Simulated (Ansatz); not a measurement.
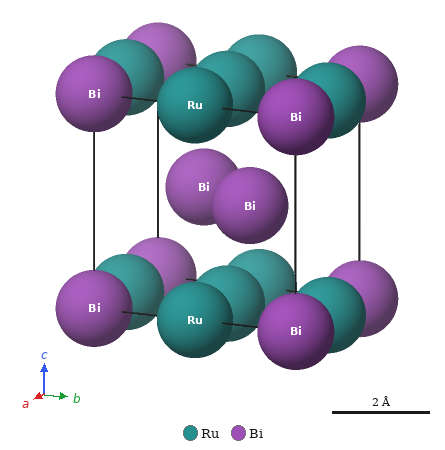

Drawn in the spheres-only manner and seen slightly off an axis. The edges of the simulation cell are marked.

```xyz
6
Lattice="2.8594 4.9526 0.0000 -2.8594 4.9526 0.0000 0.0000 0.0000 4.4598" Properties=species:S:1:pos:R:3 pbc="T T T"
Ru    0.0000    4.9526    0.0000
Ru   -1.4297    7.4290    0.0000
Ru    1.4297    7.4290    0.0000
Bi   -0.0003    3.3019    2.2299
Bi   -0.0003    6.6033    2.2299
Bi    0.0000    0.0000    0.0000
```

Run with Ansatz 0.2.0, DFT, PAW plane waves, LDA and these settings: a basis cut at 420 eV, k-points on a 7×7×8 grid, Gaussian smearing of 0.069 eV, no spin polarisation.

Give the Bader charge of each element.

Answer. Bi +0.29 to +0.36 e; Ru -0.33 e.

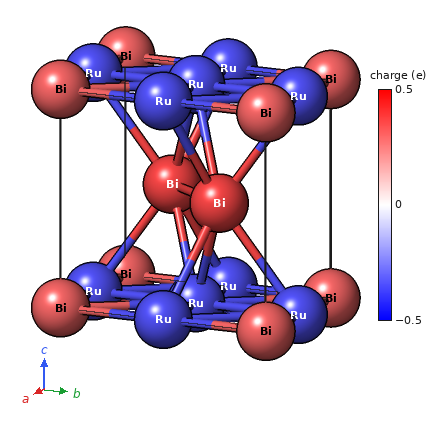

The atoms coloured by those charges.

The structure is a generated cell, made by putting these elements into a known structure type (the compound may or may not exist in this form); no relaxation was done. It went into a calculation with Ansatz.

At this level of theory the cell isn't at rest (stretched, at -5 GPa), so its distances can differ from those at equilibrium, the more so the softer the solid.
